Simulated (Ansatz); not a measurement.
# A thicker film of HfO2 (111) from four thinner ones

In a field along its normal an insulating film takes a dipole p. Written as a length, p/(ε₀AE), it should grow by 1 − 1/ε for each ångström added.

Set-up. Ansatz 0.2.0, plane waves with PAW datasets (its set soft_2), PBE; fluorite films relaxed at a bulk in-plane lattice constant near the measured one, then held in weak fields of both signs with a dipole correction (A is the cell's area, E the outer field).

| run | distance between the outer atoms (Å) | p/(ε₀AE) (Å) |
| --- | --- | --- |
| 2 units | 4.441 | 5.196 |
| 3 units | 7.419 | 7.602 |
| 4 units | 10.373 | 9.998 |
| 5 units | 13.328 | 12.395 |
| 6 units | 16.284 | ? |

**Question.** What value belongs in the row marked “?”, and how far can the other rows tell?

A least-squares line through the 4 rows shown has slope 0.8102 and intercept 1.5949; no row lies more than 0.004 Å off it. That slope means ε = 1/(1 − 0.8102) = 5.27. At 16.284 it gives 0.8102 × 16.284 + 1.5949 = 14.788 Å, beyond the rows fitted. Rounding and scatter of the rows alone allow about ±0.006 Å there.

The run itself gives 14.792 Å: a miss of +0.004 Å, or 0.0 % of the value. The length is met to within 1 %, though ε is more sensitive than the length: the two thickest films give ε = 5.29.

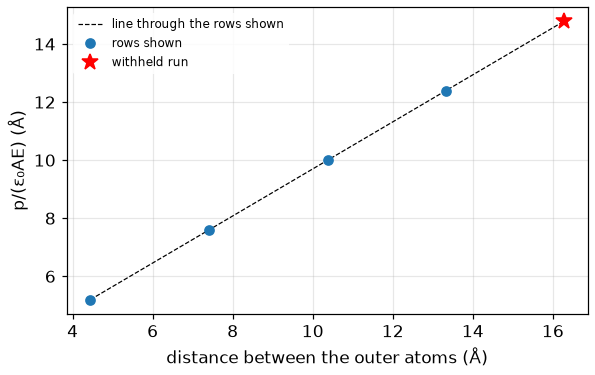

The fit and the withheld run.

Caveats: This is the electronic response alone. A unit is one step of the cut along the normal (a plane, a pair of planes or a cell), and the layers relax along it, away from their bulk spacing where the functional's lattice constant differs from the one held.
